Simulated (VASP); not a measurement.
Band structure of TiTe2. Method: PBE GGA with spin-orbit coupling, VASP's PBE PAW potentials (set 64) (plane waves; VASP 6.6.1).

The cell holds a wide vacuum, so values per volume refer to the whole cell.

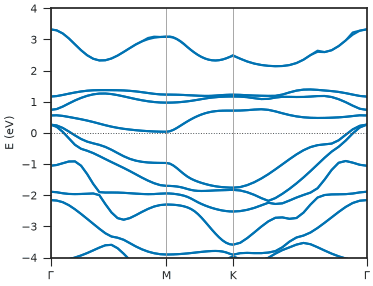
Fig. 1. Bands along high-symmetry lines, zero at the valence-band maximum or, without a gap, the Fermi level

Q: Read the plot: is there a gap, and where are the band edges?

A: It has no gap at this level: it comes out as a metal or semimetal.

The cell is a sheet with vacuum, built from a generated structure.
